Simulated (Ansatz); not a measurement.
**CH₂AlClO: single points with varied inputs**

How do the results and run time of CH₂AlClO respond when the settings are drawn wide?

The runs use Ansatz 0.2.0, Gaussian basis; the settings change from run to run.

## (1) The relaxed structure

The structure was relaxed beforehand with PBE0-D4 in a triple-zeta def2 set.

SMILES `[Cl][Al]1[CH2][O]1`, 6 atoms, charge 0, spin multiplicity 1.

Atoms are counted from 1 here; the program's logs count them from 0.

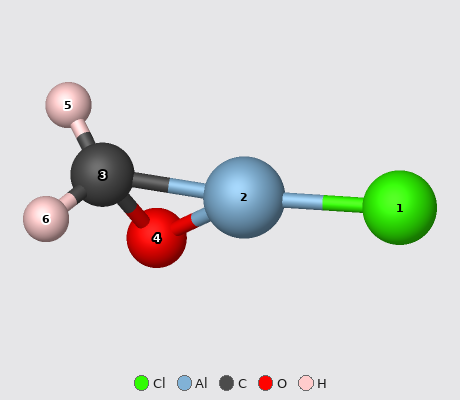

The geometry (chlorine green, aluminium light blue, carbon dark grey, oxygen red, hydrogen pink); atoms are numbered from 1 in the order of the file.

## (2) revPBE0/6-31G*

This run has the search for lower states set to light.

in.yaml

```yaml
crystal:
  periodic: [false, false, false]
  atoms:
    - {symbol: Cl, position_ang: [-2.120755, -2.149256, 0.446810]}
    - {symbol: Al, position_ang: [-0.682921, -0.707001, 0.103800]}
    - {symbol: C, position_ang: [0.624389, 0.630282, 0.108767]}
    - {symbol: O, position_ang: [0.141768, 0.030611, -1.178593]}
    - {symbol: H, position_ang: [1.681917, 0.437727, 0.288273]}
    - {symbol: H, position_ang: [0.397702, 1.693535, 0.184744]}
basis:
  gaussian: {orbitals: "6-31G*"}
hamiltonian: {xc: {name: revPBE0}}
scf: {lower_state_search: light}
output: {forces: true}
```

Launch:

```console
$ ansatz run in.yaml --threads 2 --pin off --events-out ev --progress --plain --max-ram 4352MiB
```

Output (excerpt; [...] marks lines left out):

```text
Functional definition: revPBE0
  name "revPBE0"
  cite "Zhang & Yang, Phys. Rev. Lett. 80, 890 (1998) doi:10.1103/PhysRevLett.80.890"
  cite "Adamo & Barone, J. Chem. Phys. 110, 6158 (1999) doi:10.1063/1.478522"
  cite "Perdew, Burke & Ernzerhof, Phys. Rev. Lett. 77, 3865 (1996) doi:10.1103/PhysRevLett.77.3865"
[...]
664 factors; integrals over basis functions are off by at most 6.3e-4 eV
[...]
mean field -22231.14046215 eV, -816.9793431757 hartree, gradient 1.2e-5 eV, S^2 0.000000; 0 other end points of the search recorded, 0 dependent functions left out
[...]
reference -22231.14049727 eV, -816.9793444664 hartree; 23, 23 occupied and 49, 49 virtual orbitals, 664 factors
Total energy: -22231.14049727 eV, -816.9793444664 hartree
Atom 0 at    -2.120755    -2.149256     0.446810 Å, force    -0.226465    -0.228593     0.035868 eV/Å
Atom 1 at    -0.682921    -0.707001     0.103800 Å, force    -0.291620    -0.265317     0.400617 eV/Å
Atom 2 at     0.624389     0.630282     0.108767 Å, force     0.169620     0.177356     0.046180 eV/Å
Atom 3 at     0.141768     0.030611    -1.178593 Å, force     0.245532     0.210295    -0.495125 eV/Å
Atom 4 at     1.681917     0.437727     0.288273 Å, force     0.109050    -0.003181     0.010882 eV/Å
Atom 5 at     0.397702     1.693535     0.184744 Å, force    -0.006117     0.109440     0.001579 eV/Å
Dipole moment:    -0.033806    -0.004769     0.360784 e Å
```

Wall time 1.4 s (2 threads of Arm Neoverse V1, shared host).

Largest force 0.591 eV/Å, dipole 1.74 D.

## (3) BLYP/ANO-RCC-VTZP

Options: atoms shaken by 0.15 Å.

in.yaml

```yaml
crystal:
  periodic: [false, false, false]
  atoms:
    - {symbol: Cl, position_ang: [-2.125918, -1.928819, 0.405025]}
    - {symbol: Al, position_ang: [-0.467629, -0.796520, 0.078599]}
    - {symbol: C, position_ang: [0.565011, 0.682671, 0.138334]}
    - {symbol: O, position_ang: [0.170963, -0.036696, -1.186258]}
    - {symbol: H, position_ang: [1.537674, 0.453616, 0.180141]}
    - {symbol: H, position_ang: [0.300382, 1.769938, 0.311085]}
basis:
  gaussian: {orbitals: ANO-RCC-VTZP}
hamiltonian: {xc: {name: BLYP}}
output: {forces: true}
```

Launched as before.

Output (excerpt; [...] marks lines left out):

```text
Functional definition: BLYP
  name "BLYP"
  cite "Becke, Phys. Rev. A 38, 3098 (1988) doi:10.1103/PhysRevA.38.3098"
  cite "Lee, Yang & Parr, Phys. Rev. B 37, 785 (1988) doi:10.1103/PhysRevB.37.785"
[...]
1225 factors; their error is unknown
[...]
mean field -22290.87928896 eV, -819.1747045687 hartree, gradient 2.7e-5 eV, S^2 0.000000; 0 other end points of the search recorded, 0 dependent functions left out
[...]
reference -22290.87965417 eV, -819.1747179897 hartree; 23, 23 occupied and 133, 133 virtual orbitals, 1225 factors
Total energy: -22290.87965417 eV, -819.1747179897 hartree
Relativity: scalar
Atom 0 at    -2.125918    -1.928819     0.405025 Å, force    -0.803313    -0.870760     0.267524 eV/Å
Atom 1 at    -0.467629    -0.796520     0.078599 Å, force    -2.135892    -2.002329     2.365642 eV/Å
Atom 2 at     0.565011     0.682671     0.138334 Å, force    -2.003188     2.113188     0.386566 eV/Å
Atom 3 at     0.170963    -0.036696    -1.186258 Å, force     0.858390     1.885478    -3.136665 eV/Å
Atom 4 at     1.537674     0.453616     0.180141 Å, force     3.900206    -0.015772     0.750699 eV/Å
Atom 5 at     0.300382     1.769938     0.311085 Å, force     0.183798    -1.109804    -0.633766 eV/Å
Dipole moment:     0.103187    -0.153212     0.405825 e Å
```

Run time: 5.5 s. Hardware: 2 threads of Arm Neoverse V1, shared host.

Largest force 3.972 eV/Å, dipole 2.14 D.

## (4) BHLYP/aug-cc-pVDZ

Options: charge -1, multiplicity 2, density fitting with def2-universal-jkfit, D3(BJ) with three-body dispersion.

in.yaml

```yaml
crystal:
  periodic: [false, false, false]
  atoms:
    - {symbol: Cl, position_ang: [-2.120755, -2.149256, 0.446810]}
    - {symbol: Al, position_ang: [-0.682921, -0.707001, 0.103800]}
    - {symbol: C, position_ang: [0.624389, 0.630282, 0.108767]}
    - {symbol: O, position_ang: [0.141768, 0.030611, -1.178593]}
    - {symbol: H, position_ang: [1.681917, 0.437727, 0.288273]}
    - {symbol: H, position_ang: [0.397702, 1.693535, 0.184744]}
basis:
  gaussian: {orbitals: aug-cc-pVDZ, fitting: {mean_field: def2-universal-jkfit}}
total_charge: -1
magnetization: {spin_polarized: true, initial_magnetization: 1}
hamiltonian: {xc: {name: BHLYP}, dispersion: d3bjatm}
output: {forces: true}
```

Same command.

Output (excerpt; [...] marks lines left out):

```text
Functional definition: BHLYP
  name "BHLYP"
  cite "Becke, J. Chem. Phys. 98, 1372 (1993) doi:10.1063/1.464304"
  cite "Becke, Phys. Rev. A 38, 3098 (1988) doi:10.1103/PhysRevA.38.3098"
  cite "Lee, Yang & Parr, Phys. Rev. B 37, 785 (1988) doi:10.1103/PhysRevB.37.785"
[...]
444 factors; integrals over basis functions are off by at most 2.3e-1 eV
[...]
mean field -22235.91945429 eV, -817.1549678977 hartree, gradient 1.5e-5 eV, S^2 0.753201; 2 other end points of the search recorded, 0 dependent functions left out
[...]
reference -22235.91963118 eV, -817.1549743981 hartree; 24, 23 occupied and 94, 95 virtual orbitals, 444 factors
Total energy: -22236.08573083 eV, -817.1610784477 hartree
Atom 0 at    -2.120755    -2.149256     0.446810 Å, force    -1.455017    -1.482131     0.078945 eV/Å
Atom 1 at    -0.682921    -0.707001     0.103800 Å, force     0.014623     0.107189     1.100625 eV/Å
Atom 2 at     0.624389     0.630282     0.108767 Å, force     0.609574     0.601330    -0.262082 eV/Å
Atom 3 at     0.141768     0.030611    -1.178593 Å, force     0.711239     0.667852    -0.717691 eV/Å
Atom 4 at     1.681917     0.437727     0.288273 Å, force     0.126802    -0.012556    -0.094556 eV/Å
Atom 5 at     0.397702     1.693535     0.184744 Å, force    -0.007222     0.118315    -0.105240 eV/Å
Dipole moment:     0.021636     0.015625    -0.071504 e Å
```

Wall time 6.5 s (2 threads of Arm Neoverse V1, shared host).

Largest force 2.078 eV/Å, ⟨S²⟩ 0.753.

## (5) wPBEh/x2c-TZVPPall

Set apart from the defaults: multiplicity 3, atoms shaken by 0.03 Å.

in.yaml

```yaml
crystal:
  periodic: [false, false, false]
  atoms:
    - {symbol: Cl, position_ang: [-2.145949, -2.144429, 0.455584]}
    - {symbol: Al, position_ang: [-0.641793, -0.693007, 0.178831]}
    - {symbol: C, position_ang: [0.580699, 0.617962, 0.085200]}
    - {symbol: O, position_ang: [0.155629, 0.091892, -1.135631]}
    - {symbol: H, position_ang: [1.725511, 0.425799, 0.298960]}
    - {symbol: H, position_ang: [0.375230, 1.670562, 0.168794]}
basis:
  gaussian: {orbitals: x2c-TZVPPall}
magnetization: {spin_polarized: true, initial_magnetization: 2}
hamiltonian: {xc: {name: wPBEh}}
output: {forces: true}
```

Launched as before.

Output (excerpt; [...] marks lines left out):

```text
Functional definition: wPBEh
  name "wPBEh"
  cite "Heyd, Scuseria & Ernzerhof, J. Chem. Phys. 118, 8207 (2003) doi:10.1063/1.1564060"
  cite "Krukau, Vydrov, Izmaylov & Scuseria, J. Chem. Phys. 125, 224106 (2006) doi:10.1063/1.2404663"
  cite "Heyd & Scuseria, J. Chem. Phys. 120, 7274 (2004) doi:10.1063/1.1668634"
  cite "Ernzerhof & Perdew, J. Chem. Phys. 109, 3313 (1998) doi:10.1063/1.476928"
  cite "Perdew, Burke & Ernzerhof, Phys. Rev. Lett. 77, 3865 (1996) doi:10.1103/PhysRevLett.77.3865"
  parent pbe
[...]
1039 factors; their error is unknown
80 factors; integrals over basis functions are off by at most 6.7e-7 eV
[...]
mean field -22278.79329339 eV, -818.7305524238 hartree, gradient 4.2e-5 eV, S^2 2.006466; 4 other end points of the search recorded, 0 dependent functions left out
[...]
reference -22278.79333463 eV, -818.7305539391 hartree; 24, 22 occupied and 150, 152 virtual orbitals, 1039 factors
Total energy: -22278.79333463 eV, -818.7305539391 hartree
Relativity: scalar
Atom 0 at    -2.145949    -2.144429     0.455584 Å, force    -0.752093    -0.438587    -0.284472 eV/Å
Atom 1 at    -0.641793    -0.693007     0.178831 Å, force    -3.785615    -4.967774     1.618862 eV/Å
Atom 2 at     0.580699     0.617962     0.085200 Å, force     6.853896     4.311552    -3.424795 eV/Å
Atom 3 at     0.155629     0.091892    -1.135631 Å, force     0.501397     0.772841     1.439023 eV/Å
Atom 4 at     1.725511     0.425799     0.298960 Å, force    -2.229356    -0.213597     0.131871 eV/Å
Atom 5 at     0.375230     1.670562     0.168794 Å, force    -0.588229     0.535565     0.519511 eV/Å
Dipole moment:     0.438334     0.575905     0.059744 e Å
```

Run time: 9.5 s. Hardware: 2 threads of Arm Neoverse V1, shared host; peak memory 0.48 GiB.

Largest force 8.792 eV/Å, dipole 3.49 D, ⟨S²⟩ 2.006.

## (6) B3LYP/ANO-RCC-VTZP

in.yaml

```yaml
crystal:
  periodic: [false, false, false]
  atoms:
    - {symbol: Cl, position_ang: [-2.120755, -2.149256, 0.446810]}
    - {symbol: Al, position_ang: [-0.682921, -0.707001, 0.103800]}
    - {symbol: C, position_ang: [0.624389, 0.630282, 0.108767]}
    - {symbol: O, position_ang: [0.141768, 0.030611, -1.178593]}
    - {symbol: H, position_ang: [1.681917, 0.437727, 0.288273]}
    - {symbol: H, position_ang: [0.397702, 1.693535, 0.184744]}
basis:
  gaussian: {orbitals: ANO-RCC-VTZP}
hamiltonian: {xc: {name: B3LYP}}
output: {forces: true}
```

Same command.

Output (excerpt; [...] marks lines left out):

```text
Functional definition: B3LYP
  name "B3LYP"
  cite "Stephens, Devlin, Chabalowski & Frisch, J. Phys. Chem. 98, 11623 (1994) doi:10.1021/j100096a001"
  cite "Becke, Phys. Rev. A 38, 3098 (1988) doi:10.1103/PhysRevA.38.3098"
  cite "Lee, Yang & Parr, Phys. Rev. B 37, 785 (1988) doi:10.1103/PhysRevB.37.785"
  cite "Vosko, Wilk & Nusair, Can. J. Phys. 58, 1200 (1980) doi:10.1139/p80-159"
[...]
1258 factors; their error is unknown
[...]
mean field -22293.02525191 eV, -819.2535672525 hartree, gradient 1.6e-5 eV, S^2 0.000000; 0 other end points of the search recorded, 0 dependent functions left out
[...]
reference -22293.02553260 eV, -819.2535775675 hartree; 23, 23 occupied and 133, 133 virtual orbitals, 1258 factors
Total energy: -22293.02553260 eV, -819.2535775675 hartree
Relativity: scalar
Atom 0 at    -2.120755    -2.149256     0.446810 Å, force    -0.130031    -0.130827     0.025394 eV/Å
Atom 1 at    -0.682921    -0.707001     0.103800 Å, force    -0.087822    -0.076021     0.169038 eV/Å
Atom 2 at     0.624389     0.630282     0.108767 Å, force     0.254291     0.286167     0.315761 eV/Å
Atom 3 at     0.141768     0.030611    -1.178593 Å, force     0.011173    -0.028808    -0.488440 eV/Å
Atom 4 at     1.681917     0.437727     0.288273 Å, force    -0.080853     0.030529    -0.015465 eV/Å
Atom 5 at     0.397702     1.693535     0.184744 Å, force     0.033242    -0.081039    -0.006288 eV/Å
Dipole moment:    -0.102318    -0.071572     0.400368 e Å
```

Run time: 8 s. Hardware: 2 threads of Arm Neoverse V1, shared host; peak memory 0.42 GiB.

Largest force 0.496 eV/Å, dipole 2.01 D.

## (7) PBE/cc-pVDZ

Set apart from the defaults: charge +1, multiplicity 2, D4 dispersion.

Edit in.yaml of step 6 so:

```diff
@@ -10,4 +10,5 @@
 basis:
-  gaussian: {orbitals: ANO-RCC-VTZP}
-hamiltonian: {xc: {name: B3LYP}}
-output: {forces: true}
+  gaussian: {orbitals: cc-pVDZ}
+total_charge: 1
+magnetization: {spin_polarized: true, initial_magnetization: 1}
+hamiltonian: {xc: {name: PBE}, dispersion: d4}
```

Same command.

Output:

```text
Functional definition: PBE
  name "PBE"
  cite "Perdew, Burke & Ernzerhof, Phys. Rev. Lett. 77, 3865 (1996) doi:10.1103/PhysRevLett.77.3865"
  parent pbe
  parameter kappa = 0.804
  parameter beta = 0.06672455060314922
  exchange = pbe_x(kappa = kappa, mu = beta*pi^2/3)
  correlation = pbe_c(beta = beta)
948 factors; their error is unknown
mean field evaluation 1: about -22190.5981 eV, gradient 6.6e1 eV
mean field evaluation 2: about -21893.6464 eV, gradient 1.7e2 eV
mean field evaluation 4: about -22198.7569 eV, gradient 6.4e1 eV
mean field evaluation 8: about -22215.7195 eV, gradient 6.7e-1 eV
mean field evaluation 16: about -22215.6647 eV, gradient 9.6e-4 eV
mean field evaluation 32: about -22214.7701 eV, gradient 3.0e0 eV
mean field -22215.66474297 eV, -816.4106209857 hartree, gradient 1.3e-5 eV, S^2 0.752487; 3 other end points of the search recorded, 0 dependent functions left out
reference -22215.66477955 eV, -816.4106223300 hartree; 23, 22 occupied and 51, 52 virtual orbitals, 948 factors
Total energy: -22215.76166489 eV, -816.4141828005 hartree
```

It took 2.8 s on 2 threads of Arm Neoverse V1, shared host.

⟨S²⟩ 0.752.

## (8) PBE0/cc-pVTZ-DK

This run has charge +1, multiplicity 2, atoms shaken by 0.08 Å, finite nuclei.

in.yaml

```yaml
crystal:
  periodic: [false, false, false]
  atoms:
    - {symbol: Cl, position_ang: [-2.093703, -2.216617, 0.422482]}
    - {symbol: Al, position_ang: [-0.627539, -0.661491, 0.106410]}
    - {symbol: C, position_ang: [0.572912, 0.656931, 0.204335]}
    - {symbol: O, position_ang: [0.190508, -0.110105, -1.133178]}
    - {symbol: H, position_ang: [1.734389, 0.468887, 0.239285]}
    - {symbol: H, position_ang: [0.348077, 1.881174, 0.169666]}
basis:
  gaussian: {orbitals: cc-pVTZ-DK, nuclear_model: gaussian}
total_charge: 1
magnetization: {spin_polarized: true, initial_magnetization: 1}
hamiltonian: {xc: {name: PBE0}}
```

The command is unchanged.

Output (excerpt; [...] marks lines left out):

```text
Functional definition: PBE0
  name "PBE0"
  cite "Adamo & Barone, J. Chem. Phys. 110, 6158 (1999) doi:10.1063/1.478522"
  cite "Perdew, Burke & Ernzerhof, Phys. Rev. Lett. 77, 3865 (1996) doi:10.1103/PhysRevLett.77.3865"
  parent pbe
[...]
1054 factors; their error is unknown
[...]
mean field -22270.02040376 eV, -818.4081546763 hartree, gradient 1.6e-5 eV, S^2 0.758196; 2 other end points of the search recorded, 0 dependent functions left out
reference -22270.02043313 eV, -818.4081557554 hartree; 23, 22 occupied and 133, 134 virtual orbitals, 1054 factors
Total energy: -22270.02043313 eV, -818.4081557554 hartree
Relativity: scalar
```

Wall time 7.5 s (2 threads of Arm Neoverse V1, shared host); peak memory 0.41 GiB.

⟨S²⟩ 0.758.

## (9) B2GP-PLYP/def2-TZVPD

Options: a point charge of 1.00 e beside it, the search for lower states set to off.

in.yaml

```yaml
crystal:
  periodic: [false, false, false]
  atoms:
    - {symbol: Cl, position_ang: [-2.120755, -2.149256, 0.446810]}
    - {symbol: Al, position_ang: [-0.682921, -0.707001, 0.103800]}
    - {symbol: C, position_ang: [0.624389, 0.630282, 0.108767]}
    - {symbol: O, position_ang: [0.141768, 0.030611, -1.178593]}
    - {symbol: H, position_ang: [1.681917, 0.437727, 0.288273]}
    - {symbol: H, position_ang: [0.397702, 1.693535, 0.184744]}
basis:
  gaussian: {orbitals: def2-TZVPD, point_charges: [{charge: 1.00, position_ang: [4.294, 0.913, -0.805]}]}
hamiltonian: {xc: {name: B2GP-PLYP}}
scf: {lower_state_search: off}
output: {forces: true}
```

The command is unchanged.

Output (excerpt; [...] marks lines left out):

```text
Functional definition: B2GP-PLYP
  name "B2GP-PLYP"
  cite "Karton, Tarnopolsky, Lamère, Schatz & Martin, J. Phys. Chem. A 112, 12868 (2008) doi:10.1021/jp801805p"
  cite "Becke, Phys. Rev. A 38, 3098 (1988) doi:10.1103/PhysRevA.38.3098"
  cite "Lee, Yang & Parr, Phys. Rev. B 37, 785 (1988) doi:10.1103/PhysRevB.37.785"
[...]
1172 factors; integrals over basis functions are off by at most 1.1e-3 eV
[...]
mean field -22220.08351649 eV, -816.5730079173 hartree, gradient 9.5e-6 eV, S^2 0.000000; 0 other end points of the search recorded, 0 dependent functions left out
12 core orbitals not correlated: weight in the atoms' cores, before any rotation towards them, 1.000 or more for the frozen orbitals, at most 0.000 for the correlated occupied ones
reference -22220.08364854 eV, -816.5730127703 hartree; 11, 11 occupied and 161, 161 virtual orbitals, 1172 factors
second order -20.65022905 eV of doubles, -0.00000000 eV of singles
[...]
Total energy: -22227.51773100 eV, -816.8462102617 hartree
Atom 0 at    -2.120755    -2.149256     0.446810 Å, force     0.259660     0.236204     0.021061 eV/Å
Atom 1 at    -0.682921    -0.707001     0.103800 Å, force    -0.651585    -0.522954     0.104700 eV/Å
Atom 2 at     0.624389     0.630282     0.108767 Å, force    -0.109448     0.318416     0.079747 eV/Å
Atom 3 at     0.141768     0.030611    -1.178593 Å, force     0.334536     0.129634    -0.234908 eV/Å
Atom 4 at     1.681917     0.437727     0.288273 Å, force     0.355208    -0.062620     0.054218 eV/Å
Atom 5 at     0.397702     1.693535     0.184744 Å, force     0.088098    -0.090285    -0.025276 eV/Å
Dipole moment:    -0.552141    -0.251245     0.473695 e Å
Checks for a lower state left out: starts, cluster_reference, orbital_swaps, neighbouring_geometries, increment
```

Run time: 14 s. Hardware: 2 threads of Arm Neoverse V1, shared host; peak memory 0.59 GiB.

Largest force 0.842 eV/Å, dipole 3.70 D.

## (10) B97/def2-TZVPP

Edit in.yaml of step 9 so:

```diff
@@ -10,5 +10,4 @@
 basis:
-  gaussian: {orbitals: def2-TZVPD, point_charges: [{charge: 1.00, position_ang: [4.294, 0.913, -0.805]}]}
-hamiltonian: {xc: {name: B2GP-PLYP}}
-scf: {lower_state_search: off}
+  gaussian: {orbitals: def2-TZVPP}
+hamiltonian: {xc: {name: B97}}
 output: {forces: true}
```

The command is unchanged.

Output (excerpt; [...] marks lines left out):

```text
Functional definition: B97
  name "B97"
  cite "Becke, J. Chem. Phys. 107, 8554 (1997) doi:10.1063/1.475007"
[...]
      + integral(e_c_pw_opposite_spin*poly(b97_u_opposite, cos0, cos1, cos2))
1050 factors; their error is unknown
[...]
mean field -22235.49585701 eV, -817.1394009847 hartree, gradient 1.9e-5 eV, S^2 0.000000; 0 other end points of the search recorded, 0 dependent functions left out
[...]
reference -22235.49588108 eV, -817.1394018693 hartree; 23, 23 occupied and 151, 151 virtual orbitals, 1050 factors
Total energy: -22235.49588108 eV, -817.1394018693 hartree
Atom 0 at    -2.120755    -2.149256     0.446810 Å, force    -0.152155    -0.152472     0.037285 eV/Å
Atom 1 at    -0.682921    -0.707001     0.103800 Å, force    -0.042066    -0.035862     0.088634 eV/Å
Atom 2 at     0.624389     0.630282     0.108767 Å, force     0.167265     0.190471     0.234465 eV/Å
Atom 3 at     0.141768     0.030611    -1.178593 Å, force    -0.009750    -0.040590    -0.371851 eV/Å
Atom 4 at     1.681917     0.437727     0.288273 Å, force     0.024194     0.013513     0.006215 eV/Å
Atom 5 at     0.397702     1.693535     0.184744 Å, force     0.012511     0.024940     0.005252 eV/Å
Dipole moment:    -0.106576    -0.078323     0.371310 e Å
```

Run time: 7.5 s. Hardware: 2 threads of Arm Neoverse V1, shared host; peak memory 0.39 GiB.

Largest force 0.374 eV/Å, dipole 1.89 D.

## (11) All runs side by side

```
               level  charge  multiplicity               geometry  functions  energy (eV)   time
      revPBE0/6-31G*       0             1                relaxed         72   -22231.140  1.4 s
   BLYP/ANO-RCC-VTZP       0             1                 shaken        156   -22290.880  5.5 s
   BHLYP/aug-cc-pVDZ      -1             2                relaxed        118   -22236.086  6.5 s
  wPBEh/x2c-TZVPPall       0             3                 shaken        174   -22278.793  9.5 s
  B3LYP/ANO-RCC-VTZP       0             1                relaxed        156   -22293.026    8 s
         PBE/cc-pVDZ       1             2                relaxed         74   -22215.762  2.8 s
     PBE0/cc-pVTZ-DK       1             2                 shaken        156   -22270.020  7.5 s
B2GP-PLYP/def2-TZVPD       0             1  relaxed, point charge        184   -22227.518   14 s
      B97/def2-TZVPP       0             1                relaxed        174   -22235.496  7.5 s
```

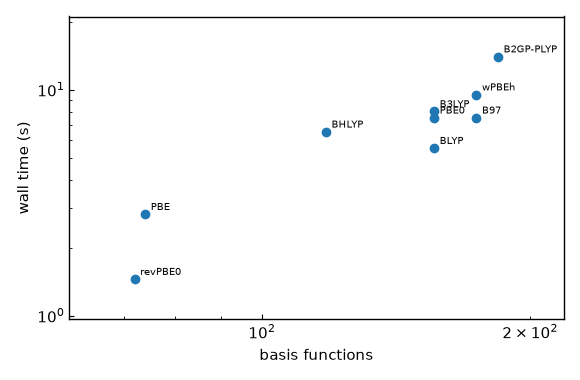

Wall time against the number of basis functions (shared host).

## (12) Outcome

| quantity | value |
| --- | --- |
| runs | 9 |
| quickest | revPBE0/6-31G*, 1.4 s |
| slowest | B2GP-PLYP/def2-TZVPD, 14 s |
| spread of total energies, same state and geometry | 61.9 eV |
| dipole, same state and geometry | 1.74 to 2.01 D |

**Reading.** Run time spans a factor of 10, from revPBE0/6-31G* to B2GP-PLYP/def2-TZVPD. The jobs differ in tasks and options as well as level. Total energies at one charge and spin differ by 62 eV between levels, so only differences within one level mean anything. Some of these runs are scalar-relativistic and others not, which shifts the totals of all-electron atoms past neon by eV; core potentials, where a basis has them, take the core out of the total altogether. At the PBE0-D4/def2-TZVP geometry and in the same state, runs without warnings or point charges leave forces up to 0.59 eV/Å (revPBE0/6-31G*), against 4.0 eV/Å where the atoms were moved. At that geometry and state the dipole changes by 16 % between the lowest and highest value.
